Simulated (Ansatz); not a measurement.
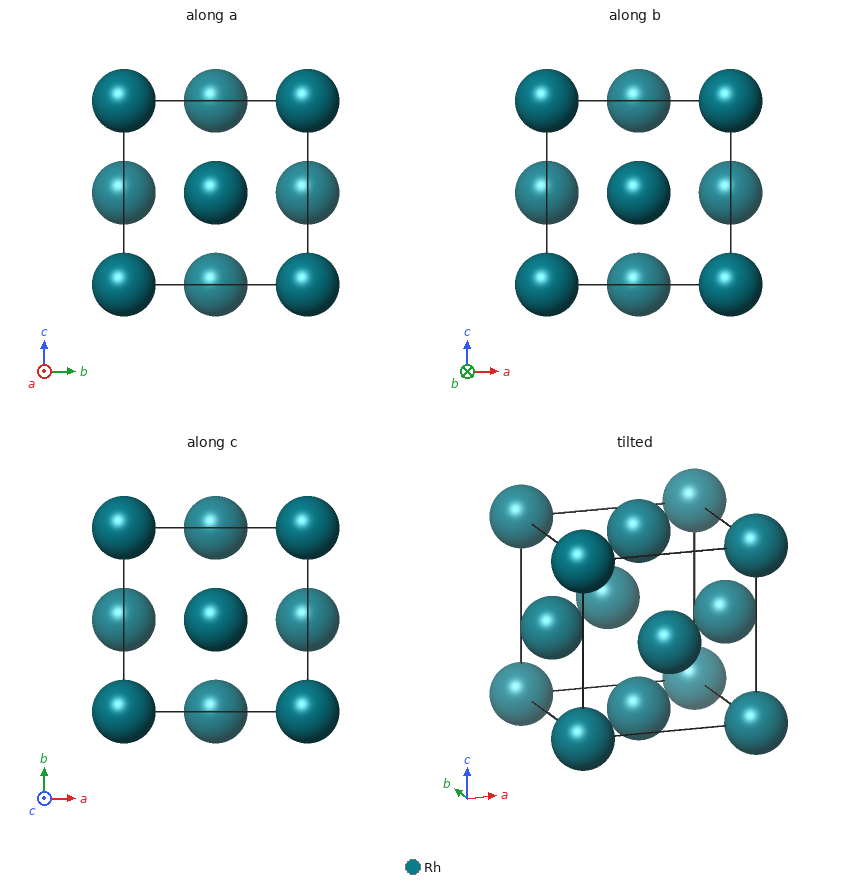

This spheres-only model is shown along the a axis, along the b axis, along the c axis and slightly off an axis. The lines enclose the conventional unit cell; boundary atoms appear with their images.

Lattice parameters: a = 3.7999 Å, b = 3.7999 Å, c = 3.7999 Å, α = 90.000°, β = 90.000°, γ = 90.000°.

Give the structure in the form of a CIF with its space group and independent sites.

```cif
data_structure
_symmetry_space_group_name_H-M 'F m -3 m'
_symmetry_Int_Tables_number 225
_cell_length_a 3.7999
_cell_length_b 3.7999
_cell_length_c 3.7999
_cell_angle_alpha 90.000
_cell_angle_beta 90.000
_cell_angle_gamma 90.000
_cell_volume 54.87
loop_
_atom_site_label
_atom_site_type_symbol
_atom_site_symmetry_multiplicity
_atom_site_Wyckoff_symbol
_atom_site_fract_x
_atom_site_fract_y
_atom_site_fract_z
_atom_site_occupancy
Rh1 Rh 4 a 0.0000 0.0000 0.0000 1
```

The cell started as the standard structure of this element. Earlier steps of the study may have refined or changed the cell and positions. It went into a calculation with Ansatz.
